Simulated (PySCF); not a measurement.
## EPR calculation of C₃H₉FNSi₂

System: C₃H₉FNSi₂, multiplicity 2.
Method: UKS B3LYP, pcH-1 on C F H N Si, non-relativistic, mean-field spin-orbit, GIAO (PySCF 2.14.0).

It belongs to a series of runs on one base structure; here: H removed from Si.

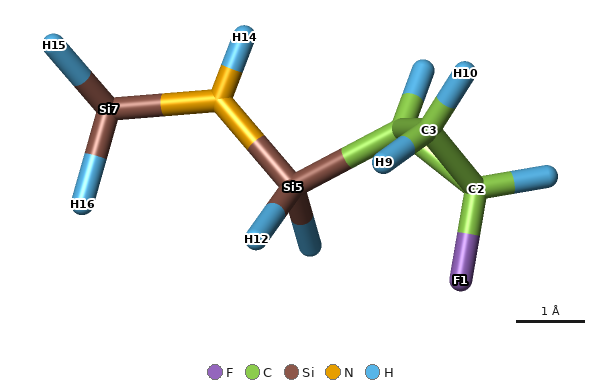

*The structure as given in the input (stick view, seen at a tilt; atoms are numbered from 1 in the order of the input).*

Results in brief:

```csv
quantity,value
outcome,converged
total energy,−853.315742 hartree
⟨S²⟩,0.751
isotropic g,2.0029
hardware,"1 CPU thread, shared host"
wall time,2.4 min
peak memory,0.97 GiB
```

Input:
```
{"job": {"kind": "epr", "basis": "pcH-1"}, "charge": 0, "multiplicity": 2}
F     -2.343374    -0.249423    -1.619429
C     -2.336639    -0.525231    -0.278453
C     -2.031345     0.587442     0.658946
C     -1.026623    -0.513415     0.427950
Si     0.504901    -0.158845    -0.610741
N      1.827511    -0.140852     0.498535
Si     3.507265     0.125770     0.153742
H     -3.106931    -1.254471    -0.057217
H     -1.823033     1.554386     0.228049
H     -2.571768     0.627301     1.593358
H     -0.931690    -1.241374     1.223974
H      0.382239     1.150359    -1.257285
H      0.685465    -1.217929    -1.609140
H      1.617745    -0.352702     1.460318
H      4.025991     1.080588     1.130231
H      3.612687     0.537339    -1.236155
```

The first line tells a small driver script what to run in PySCF; the rest is the geometry in Å.

Run as:
```bash
OMP_NUM_THREADS=1 python <driver script> task.json out
```

Output:
```
UKS, coarse grid
  cycle   1  E = -853.22054979  |g| = 5.11e-01
  cycle   2  E = -853.08527856  |g| = 7.68e-01
  cycle   3  E = -853.31069092  |g| = 1.03e-01
  cycle   4  E = -853.31492256  |g| = 4.33e-02
  cycle   5  E = -853.31565879  |g| = 9.35e-03
  cycle   6  E = -853.31568499  |g| = 3.40e-03
  cycle   7  E = -853.31569121  |g| = 1.00e-03
  cycle   8  E = -853.31569125  |g| = 3.57e-04
UKS, final grid
  cycle   1  E = -853.31574214  |g| = 4.58e-04
  cycle   2  E = -853.31574204  |g| = 7.04e-04
  cycle   3  E = -853.31574223  |g| = 4.49e-05
  cycle   4  E = -853.31574223  |g| = 1.79e-05
E = -853.31574223 Eh   <S^2> = 0.7514 (exact 0.7500)
g shifts (ppm)      1          2          3
  rmc          -141       -141       -141
  gc             25         73         69
  oz_so         -44        404       1613
  total        -161        336       1541
hyperfine (MHz)  atom isotope    a_iso     a_fc   dipolar eigenvalues
    0   19F       0.27       0.27     -0.43     -0.12      0.55
    1   13C       0.28       0.28     -0.18     -0.15      0.33
    2   13C      -0.01      -0.01     -0.14     -0.13      0.27
    3   13C       1.67       1.67     -0.44     -0.32      0.77
    4  29Si      -2.61      -2.62     -2.23      0.92      1.32
    5   14N      10.17      10.15     -6.93     -6.65     13.58
    6  29Si    -514.11    -515.04   -148.70     73.20     75.50
    7    1H       0.39       0.39     -0.31     -0.25      0.55
    8    1H       0.24       0.24     -0.51     -0.46      0.97
    9    1H       0.01       0.01     -0.35     -0.33      0.68
   10    1H      -0.15      -0.15     -0.92     -0.69      1.61
   11    1H       2.94       2.94     -1.55     -1.04      2.59
   12    1H       5.53       5.53     -1.54     -1.10      2.65
   13    1H      -6.73      -6.76     -7.86     -3.88     11.74
   14    1H     109.67     109.66     -8.31      0.84      7.46
   15    1H      56.56      56.55     -8.39     -0.04      8.42
```

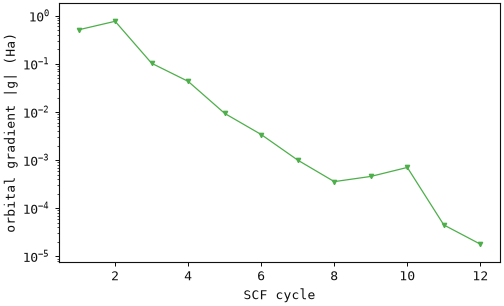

*Convergence of the self-consistent field: orbital gradient |g| against the SCF cycle.*

All cycles printed in the log are drawn one after another.

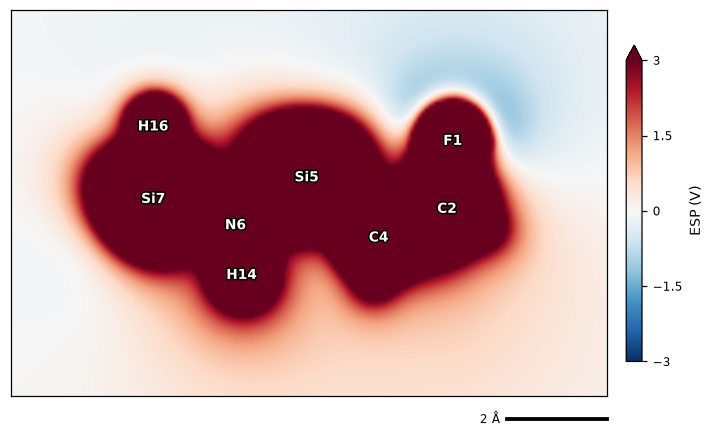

*Molecular electrostatic potential on the plane of atoms F1, C2 and C4.*

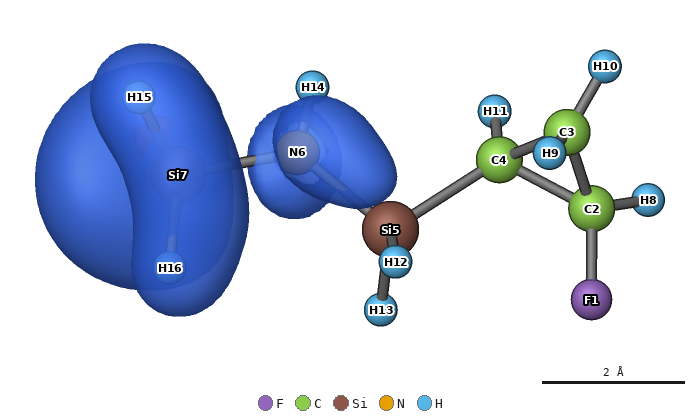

*Isosurfaces of the spin density (α minus β) at +0.008 (blue) and −0.008 e/Å³ (red), seen face on.*

The unpaired spin (1 electron) lies mostly on Si7 (about 0.7) and N6 (about 0.1), in electrons by Hirshfeld's partition.
